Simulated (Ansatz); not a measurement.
# How fast states decay through Na3YCl3F3, part 2 of 3

Wanted: the relaxed cell of Na3YCl3F3, its band edges and its decay constants. It is built by putting F for part of the Cl in the Na3YCl6 structure of space group R-3, with the volume rescaled by atomic radii. The parent structure comes from the Materials Project.

Ansatz 0.2.0; PBE DFT, plane waves, PAW files (the session's first sound run).

So far. Step 2 (Relaxing the new crystal): The largest force component on a free atom ends at 0.0080 eV/Å.

The structure was built from a prototype and need not be the compound's stable phase.

## 3. The bulk crystal and its band edges

The energy window and the wavevectors of the next steps follow from the band edges, so these are searched first, off the mesh as well.

input.yaml reads:

```yaml
crystal:
  lattice:
    - [3.3665375167, 1.8221047259, 5.7803937667]
    - [-3.1238616428, 1.7858055718, 5.6546837016]
    - [0.0899019474, -3.8197949134, 5.7868983731]
  atoms:
    - { symbol: Na, position: [0.330272064, 0.1638215454, 0.2429885921] }
    - { symbol: Na, position: [0.459953897, 0.4889872082, 0.5753338272] }
    - { symbol: Na, position: [0.8360803272, 0.7822140015, 0.7672194709] }
    - { symbol: "Y", position: [-0.0031870595, 0.0503910731, -0.0604719599] }
    - { symbol: F, position: [0.0832161097, 0.3859636037, 0.7549629901] }
    - { symbol: Cl, position: [0.3578387708, 0.8154679142, 0.1140164952] }
    - { symbol: Cl, position: [0.6703372493, 0.1146688727, 0.3810329591] }
    - { symbol: F, position: [0.1794649804, 0.9006096647, 0.6472325731] }
    - { symbol: F, position: [0.665106131, 0.208224043, 0.8672870728] }
    - { symbol: Cl, position: [0.92091753, 0.5896520735, 0.2103979795] }
kpoints:
  mp_grid: { grid: [4, 4, 4] }
  band_path: { path: [VBM, CBM], npoints: 30 }
scf:
  occupations: { method: fixed }
hamiltonian:
  xc: pbe
output:
  eigenvalues: true
  write_potential: true
  write_density: true
  volumetric_format: npy
  elf: true
```

Started as:

```sh
> ansatz run input.yaml --threads 2 --pin off --max-ram 4096MiB --backend cpu --events-out ev --progress --plain --runs-dir out
```

Numbers of over 12 decimals in the logs are rounded to 6 here.

What it wrote:

```text
[...]
Crystal: 10 atoms, lattice volume = 209.419 Å³
Basis set: ecut = 420 eV, 4099 PW (Γ)
Bands: 50, of which v1, the nominal top of the filled ones, is band 40 counted from 1 (39 counted from 0)
Symmetry: 1 space group operations
[...]
k-points: 36 of 64 (time reversal used)
[...]
SCF iter   1: F=—  HF=-13989.614884 eV  |F-HF|=—  |Δ(HF+E_count)|=         —  Δρ=8.34e-4  dr2=1.76e-3  ethr=1.77e-3  ⟨swp⟩=5.0  Hψ=6452  notcnv=0  defer=272
[...]
SCF iter   6: F=-13989.614766 eV  HF=-13989.614766 eV  |F-HF|=8.81e-8  |Δ(HF+E_count)|=   4.96e-7  Δρ=4.66e-6  dr2=4.96e-8  ethr=1.25e-10  ⟨swp⟩=9.3  Hψ=7369  notcnv=0
SCF 1 converged in 6 iterations: F = -13989.614766 eV  dr2 = 4.96e-8
[...]
NSCF: frozen V_eff on 112 k-points
[...]
SCF converged after 6 iterations
Free energy (F): -13989.614766 eV
[...]
Internal energy: -13989.614766 eV  (E = F + TS)
E sigma→0 (E₀):  -13989.614766 eV
Fermi energy:    1.538240 eV
[...]
--- Band table (eV; the first three rows and the last of 36) ---
  k-point 0: bands = [... 36 lower, 0.9360, 0.9734, 1.1669, 1.5382, 6.4957, 7.5063, 7.6706, 7.8844, ... 6 higher]
  k-point 1: bands = [... 36 lower, 0.7807, 0.9779, 1.1920, 1.5335, 7.0997, 7.5037, 7.6545, 7.8182, ... 6 higher]
  k-point 2: bands = [... 36 lower, 0.7971, 0.9682, 1.2178, 1.5259, 7.4878, 7.6289, 7.7062, 8.2331, ... 6 higher]
  k-point 35: bands = [... 36 lower, 0.8106, 0.9299, 1.1183, 1.2745, 7.5215, 7.6370, 7.7093, 8.1280, ... 6 higher]
```

The job ended after 80 s (2 threads of Arm Neoverse V2, shared host; peak memory 0.92 GiB; 2.6 min of CPU time).

This step gave:

```
free energy         : -13989.6148 eV
Fermi energy        : 1.538 eV
gap on the k-mesh   : 4.957 eV
gap on path         : 4.957 eV, by band count; negative where bands overlap
direct gap on path  : 4.957 eV
edge places on path : 0, 0 1/A along the path
```

Levels at VBM (eV): -3.13, -3.00, -2.98, -2.88, -2.84, -2.67, -2.41, -2.23, -2.17, -1.67, -1.42, -1.23, -1.08, -0.81, -0.60, -0.56, -0.37, 0.00, 4.96, 5.97, 6.13, 6.35, 7.69.

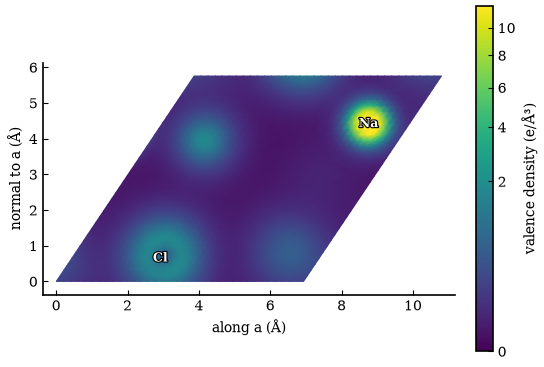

Valence density in the ac plane at fractional y = 0.782, with atoms of Na and Cl within 0.2 Å of it. It is the smooth field of the valence electrons, not physical close to the nuclei. The colour scale is stretched toward low values.

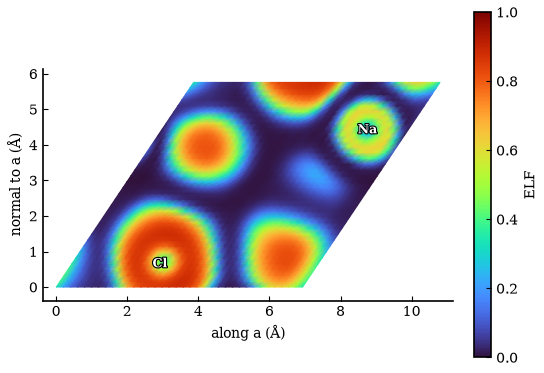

ELF in the ac plane at fractional y = 0.782, with atoms of Na and Cl within 0.2 Å of it. It is the smooth field of the valence electrons, not physical close to the nuclei.

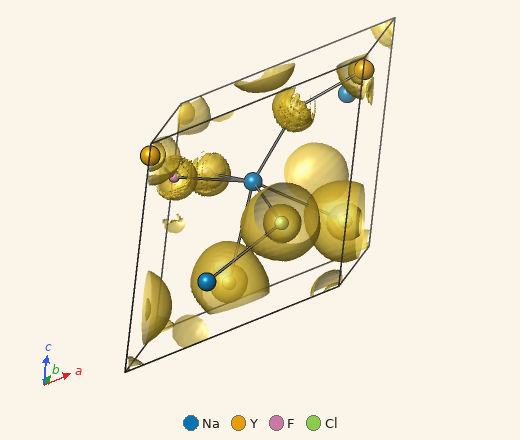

Surface of ELF = 0.81. Bonds to atoms that aren't drawn are left out.

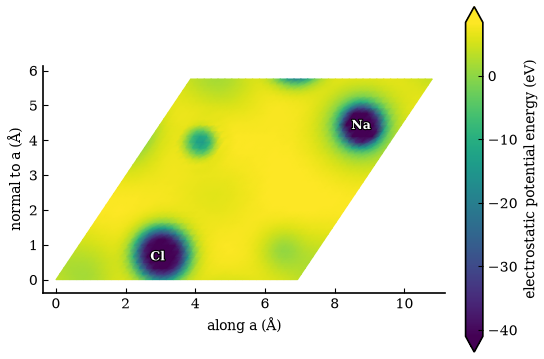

Electrostatic potential energy in the ac plane at fractional y = 0.782, with atoms of Na and Cl within 0.2 Å of it. With pseudopotentials it is smooth inside the atoms' cores, unlike the true potential.

The searched edges give 4.96 eV, as on the mesh.

## 4. Complex bands, plane (010)

This step: PBE DFT, plane waves, PAW files; complex bands by layer matching along the plane's normal (Ansatz 0.2.0).

The same crystal is laid in a cell whose first two vectors span the (010) plane (indices of the standard conventional cell, whose axes can be ordered otherwise than in the bulk input). At fixed energy and wavevector in the plane the solver finds all kz, real and complex. A few wavevectors are listed, (0, 0) and (0.5, 0) in units of the plane's reciprocal vectors; the slowest state needn't be among them.

input.yaml reads:

```yaml
crystal:
  lattice:
    - [6.93300747, 0.0, 0.0]
    - [3.265966019, 5.610335807, 0.0]
    - [3.068430183, 2.040744604, 5.384005217]
  atoms:
    - { symbol: Na, position: [0.7370822015, 0.8361784546, 0.7570114079] }
    - { symbol: Na, position: [0.5242749324, 0.5110127918, 0.4246661728] }
    - { symbol: Na, position: [0.3855137996, 0.2177859985, 0.2327805291] }
    - { symbol: "Y", position: [0.9867320537, 0.9496089269, 0.0604719599] }
    - { symbol: F, position: [0.2241427035, 0.6140363963, 0.2450370099] }
    - { symbol: Cl, position: [0.2873231802, 0.1845320858, 0.8859835048] }
    - { symbol: Cl, position: [0.1660390811, 0.8853311273, 0.6189670409] }
    - { symbol: F, position: [0.7273072182, 0.0993903353, 0.3527674269] }
    - { symbol: F, position: [0.7406172468, 0.791775957, 0.1327129272] }
    - { symbol: Cl, position: [0.720967583, 0.4103479265, 0.7896020205] }
kpoints:
  mp_grid: { grid: [4, 4, 4] }
scf:
  occupations: { method: fixed }
hamiltonian:
  xc: pbe
output:
  eigenvalues: true
  transmission:
    leads: [[0, 0]]
    kpoints: [[0.0, 0.0], [0.5, 0.0]]
    e_range: [-1.0, 5.96]
    de: 0.12
```

What it wrote:

```text
[...]
Crystal: 10 atoms, lattice volume = 209.419 Å³
Basis set: ecut = 420 eV, 4099 PW (Γ)
Bands: 50, of which v1, the nominal top of the filled ones, is band 40 counted from 1 (39 counted from 0)
Symmetry: 1 space group operations
[...]
k-points: 36 of 64 (time reversal used)
[...]
SCF iter   1: F=—  HF=-13989.614877 eV  |F-HF|=—  |Δ(HF+E_count)|=         —  Δρ=8.34e-4  dr2=1.76e-3  ethr=1.77e-3  ⟨swp⟩=5.0  Hψ=6450  notcnv=0  defer=272
[...]
SCF iter   6: F=-13989.614765 eV  HF=-13989.614765 eV  |F-HF|=8.78e-8  |Δ(HF+E_count)|=   5.09e-7  Δρ=4.65e-6  dr2=4.93e-8  ethr=1.25e-10  ⟨swp⟩=9.3  Hψ=7376  notcnv=0
SCF 1 converged in 6 iterations: F = -13989.614765 eV  dr2 = 4.93e-8
[...]
transmission: 11 of 22 steps passed
transmission: 22 of 22 steps passed
SCF converged after 6 iterations
Free energy (F): -13989.614765 eV
[...]
Internal energy: -13989.614765 eV  (E = F + TS)
E sigma→0 (E₀):  -13989.614765 eV
Fermi energy:    1.538233 eV
[...]
--- Band table (eV; the first three rows and the last of 36) ---
  k-point 0: bands = [... 36 lower, 0.9360, 0.9734, 1.1669, 1.5382, 6.4957, 7.5063, 7.6706, 7.8844, ... 6 higher]
  k-point 1: bands = [... 36 lower, 0.7807, 0.9779, 1.1920, 1.5334, 7.0997, 7.5038, 7.6545, 7.8182, ... 6 higher]
  k-point 2: bands = [... 36 lower, 0.7971, 0.9682, 1.2177, 1.5259, 7.4878, 7.6289, 7.7062, 8.2331, ... 6 higher]
  k-point 35: bands = [... 36 lower, 0.7953, 0.9882, 1.1293, 1.4435, 7.3969, 7.6060, 7.7984, 8.3646, ... 6 higher]
--- Transmission ---
  basis      : 343 plane waves across, 11 finite elements along
  points     : 2, as listed
  energies   : 59 from -1.000000 to 5.960000 eV about the Fermi level, 0.120000 eV apart; the leads are filled to 2.478742 eV, and channels, transmission and decay are at 2.480000 eV
  crystal 0  : Cl3Na3Y1F3, at the sites [0, 0], period 5.3840 Å: whole cells are its period
    offset         : up to 0.0000 Å between an atom of the period and one for which it stands
    channels       : 0.000000e0 a spin
    conductance    : none, the energies end too early or step too widely for 300 K: set another output.transmission.e_range or a lower de, or, where they end at an eighth of basis.ecutwfc, a higher one
    slowest decay  : 0.4279 /Å at (0.0000, 0.0000)
```

Run time: 2 min. Hardware: 2 threads; peak memory 1.4 GiB; 3.4 min of CPU time.

Numbers from this step:

```
level to which the leads are filled                       : 2.479 eV from the Fermi level
decay constant at the filling level, zone centre          : 0.4279 Å⁻¹
decay constant at the filling level, slowest listed point : 0.4279 Å⁻¹
```

K parallel (0, 0); values up to 1.5 1/Å, a degenerate pair printed once or twice; energies at which all values exceed this have no row. Table of Im kz of the slowest decaying states by energy, zero at the highest filled level on the SCF mesh:

| energy (eV) | decay 1 (Å⁻¹) | decay 2 (Å⁻¹) | decay 3 (Å⁻¹) | decay 4 (Å⁻¹) |
| --- | --- | --- | --- | --- |
| -1.000 | 0.221 | 0.340 | 0.363 | 0.410 |
| -0.520 | 0.214 | 0.296 | 0.303 | 0.549 |
| -0.040 | 0.301 | 0.382 | 0.597 | 0.654 |
| 0.440 | 0.387 | 0.534 | 0.733 | 0.744 |
| 1.040 | 0.426 | 0.577 | 0.741 | 0.824 |
| 1.520 | 0.439 | 0.599 | 0.747 | 0.841 |
| 2.000 | 0.439 | 0.612 | 0.754 | 0.844 |
| 2.480 | 0.428 | 0.617 | 0.759 | 0.836 |
| 2.960 | 0.406 | 0.616 | 0.759 | 0.821 |
| 3.440 | 0.373 | 0.609 | 0.757 | 0.799 |
| 4.040 | 0.308 | 0.592 | 0.749 | 0.759 |
| 4.520 | 0.223 | 0.570 | 0.716 | 0.739 |
| 5.000 | 0.540 | 0.658 | 0.722 | 0.752 |
| 5.480 | 0.494 | 0.569 | 0.656 | 0.678 |

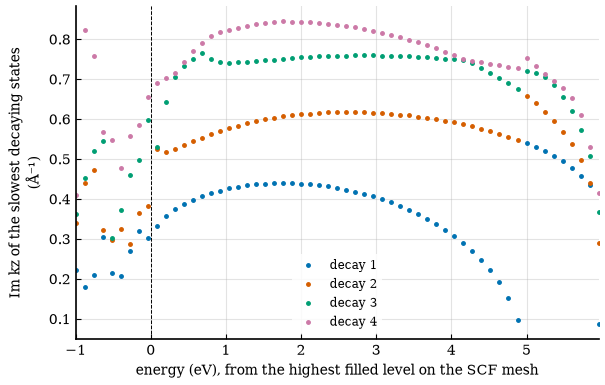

Im kz of the slowest decaying states against energy.

K parallel (0.5, 0); values up to 1.5 1/Å, a degenerate pair printed once or twice; energies at which all values exceed this have no row. Im kz of the slowest decaying states against energy, zero at the highest filled level on the SCF mesh:

| energy (eV) | decay 1 (Å⁻¹) | decay 2 (Å⁻¹) | decay 3 (Å⁻¹) | decay 4 (Å⁻¹) |
| --- | --- | --- | --- | --- |
| -1.00 | 0.225 | 0.276 | 0.456 | 0.536 |
| -0.04 | 0.441 | 0.448 | 0.591 | 0.637 |
| 1.04 | 0.593 | 0.666 | 0.730 | 0.779 |
| 2.00 | 0.620 | 0.710 | 0.753 | 0.846 |
| 2.96 | 0.611 | 0.722 | 0.751 | 0.843 |
| 4.04 | 0.563 | 0.704 | 0.730 | 0.757 |
| 5.00 | 0.475 | 0.619 | 0.652 | 0.718 |

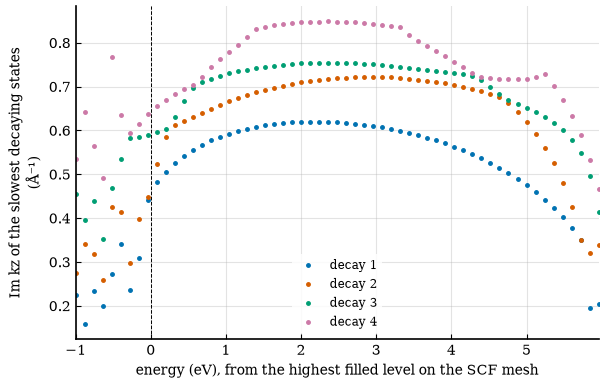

Im kz of the slowest decaying states, plotted against energy.

At the listed wavevectors the last open channel is at -0.40 eV and the next at +5.00 eV on the grid, wider than the gap, since narrow bands can fall between grid energies. At +2.48 eV, the grid energy nearest the filling level (the middle of the gap on the SCF mesh), the slowest state at the listed wavevectors decays with κ = 0.428 Å⁻¹, its amplitude falling by e over 2.3 Å. Through 1 nm of this crystal that state's transmission falls by exp(−2 × 0.428 Å⁻¹ × 10 Å) = 1.9e-4.

## 5. Decaying states in the gap, plane (001)

The same for the (001) plane, at (0, 0) and (0.5, 0), to see how the decay depends on direction.

input.yaml reads:

```yaml
crystal:
  lattice:
    - [6.491717947, 0.0, 0.0]
    - [3.307391266, 5.623929011, 0.0]
    - [3.487977603, 1.731412808, 5.736097498]
  atoms:
    - { symbol: Na, position: [0.8361784546, 0.7570114079, 0.7370822015] }
    - { symbol: Na, position: [0.5110127918, 0.4246661728, 0.5242749324] }
    - { symbol: Na, position: [0.2177859985, 0.2327805291, 0.3855137996] }
    - { symbol: "Y", position: [0.9496089269, 0.0604719599, 0.9867320537] }
    - { symbol: F, position: [0.6140363963, 0.2450370099, 0.2241427035] }
    - { symbol: Cl, position: [0.1845320858, 0.8859835048, 0.2873231802] }
    - { symbol: Cl, position: [0.8853311273, 0.6189670409, 0.1660390811] }
    - { symbol: F, position: [0.0993903353, 0.3527674269, 0.7273072182] }
    - { symbol: F, position: [0.791775957, 0.1327129272, 0.7406172468] }
    - { symbol: Cl, position: [0.4103479265, 0.7896020205, 0.720967583] }
kpoints:
  mp_grid: { grid: [4, 4, 4] }
scf:
  occupations: { method: fixed }
hamiltonian:
  xc: pbe
output:
  eigenvalues: true
  transmission:
    leads: [[0, 0]]
    kpoints: [[0.0, 0.0], [0.5, 0.0]]
    e_range: [-1.0, 5.96]
    de: 0.14
```

What it wrote:

```text
[...]
Crystal: 10 atoms, lattice volume = 209.419 Å³
Basis set: ecut = 420 eV, 4099 PW (Γ)
Bands: 50, of which v1, the nominal top of the filled ones, is band 40 counted from 1 (39 counted from 0)
Symmetry: 1 space group operations
[...]
k-points: 36 of 64 (time reversal used)
[...]
SCF iter   1: F=—  HF=-13989.614879 eV  |F-HF|=—  |Δ(HF+E_count)|=         —  Δρ=8.34e-4  dr2=1.76e-3  ethr=1.77e-3  ⟨swp⟩=5.0  Hψ=6449  notcnv=0  defer=272
[...]
SCF iter   6: F=-13989.614765 eV  HF=-13989.614765 eV  |F-HF|=8.83e-8  |Δ(HF+E_count)|=   5.04e-7  Δρ=4.65e-6  dr2=4.94e-8  ethr=1.25e-10  ⟨swp⟩=9.4  Hψ=7368  notcnv=0
SCF 1 converged in 6 iterations: F = -13989.614765 eV  dr2 = 4.94e-8
[...]
transmission: 9 of 18 steps passed
transmission: 18 of 18 steps passed
SCF converged after 6 iterations
Free energy (F): -13989.614765 eV
[...]
Internal energy: -13989.614765 eV  (E = F + TS)
E sigma→0 (E₀):  -13989.614765 eV
Fermi energy:    1.538233 eV
[...]
--- Band table (eV; the first three rows and the last of 36) ---
  k-point 0: bands = [... 36 lower, 0.9360, 0.9734, 1.1669, 1.5382, 6.4957, 7.5063, 7.6706, 7.8844, ... 6 higher]
  k-point 1: bands = [... 36 lower, 0.8970, 0.9790, 1.1322, 1.3770, 7.0147, 7.5324, 7.6568, 7.8138, ... 6 higher]
  k-point 2: bands = [... 36 lower, 0.8106, 0.9299, 1.1183, 1.2745, 7.5215, 7.6370, 7.7093, 8.1280, ... 6 higher]
  k-point 35: bands = [... 36 lower, 0.7953, 0.9882, 1.1293, 1.4435, 7.3969, 7.6060, 7.7984, 8.3646, ... 6 higher]
--- Transmission ---
  basis      : 313 plane waves across, 9 finite elements along
  points     : 2, as listed
[...]
crystal 0  : Cl3F3Na3Y1, at the sites [0, 0], period 5.7361 Å: whole cells are its period
[...]
channels       : 0.000000e0 a spin
[...]
slowest decay  : 0.4240 /Å at (0.0000, 0.0000)
```

Elapsed: 74 s, on 2 threads; peak memory 1.4 GiB.

This step gave:

```
decay constant at the filling level, zone centre          : 0.4240 Å⁻¹
decay constant at the filling level, slowest listed point : 0.424 Å⁻¹
```

K parallel (0, 0); values up to 1.5 1/Å, a degenerate pair printed once or twice; energies at which all values exceed this have no row. The Im kz of the slowest decaying states by energy, zero at the highest filled level on the SCF mesh:

| energy (eV) | decay 1 (Å⁻¹) | decay 2 (Å⁻¹) | decay 3 (Å⁻¹) | decay 4 (Å⁻¹) |
| --- | --- | --- | --- | --- |
| -1.00 | 0.0831 | 0.330 | 0.573 | 0.771 |
| -0.02 | 0.481 | 0.501 | 0.550 | 0.705 |
| 0.96 | 0.384 | 0.674 | 0.687 | 0.813 |
| 1.94 | 0.429 | 0.736 | 0.750 | 0.830 |
| 3.06 | 0.402 | 0.751 | 0.779 | 0.799 |
| 4.04 | 0.312 | 0.732 | 0.742 | 0.771 |
| 5.02 | 0.643 | 0.680 | 0.705 | 0.791 |

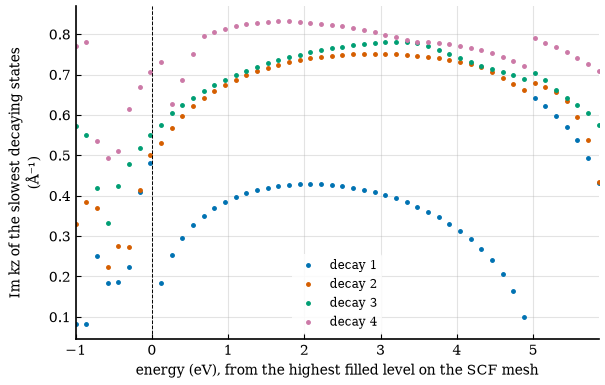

Im kz of the slowest decaying states, plotted against energy.

K parallel (0.5, 0); values up to 1.5 1/Å, a degenerate pair printed once or twice; energies at which all values exceed this have no row. Im kz of the slowest decaying states against energy, zero at the highest filled level on the SCF mesh:

| energy (eV) | decay 1 (Å⁻¹) | decay 2 (Å⁻¹) | decay 3 (Å⁻¹) | decay 4 (Å⁻¹) |
| --- | --- | --- | --- | --- |
| -1.000 | 0.0676 | 0.252 | 0.272 | 0.380 |
| -0.440 | 0.261 | 0.361 | 0.434 | 0.756 |
| -0.020 | 0.244 | 0.248 | 0.472 | 0.564 |
| 0.540 | 0.443 | 0.474 | 0.587 | 0.658 |
| 0.960 | 0.515 | 0.552 | 0.624 | 0.689 |
| 1.520 | 0.577 | 0.624 | 0.654 | 0.697 |
| 1.940 | 0.608 | 0.667 | 0.676 | 0.759 |
| 2.500 | 0.628 | 0.683 | 0.687 | 0.740 |
| 3.060 | 0.625 | 0.677 | 0.710 | 0.916 |
| 3.480 | 0.610 | 0.665 | 0.703 | 0.890 |
| 4.040 | 0.576 | 0.639 | 0.690 | 0.845 |
| 4.460 | 0.540 | 0.610 | 0.676 | 0.800 |
| 5.020 | 0.471 | 0.557 | 0.653 | 0.716 |
| 5.440 | 0.389 | 0.496 | 0.615 | 0.663 |

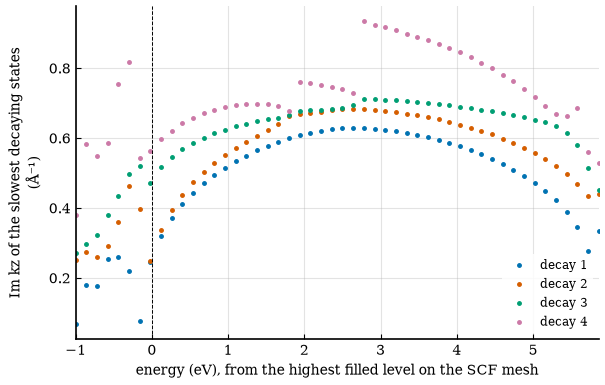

Im kz of the slowest decaying states, plotted against energy.

At the listed wavevectors the last open channel is at -0.02 eV and the next at +5.02 eV on the grid. At +2.50 eV, the grid energy nearest the filling level (the middle of the gap on the SCF mesh), the slowest state at the listed wavevectors decays with κ = 0.424 Å⁻¹, its amplitude falling by e over 2.4 Å; the first such run, plane (010), gave 0.428 Å⁻¹.

(Part 2 of 3 ends here.)

[Logs are printed without paths, hosts, clocks, repeated set-up lines and the standing remarks that a program may print on its own settings, such as how far it seeks lower states.]

[Hosts, paths, dates, database ids (printed as entryN), source tags and the programs' standing remarks are cut or masked in the printed files.]
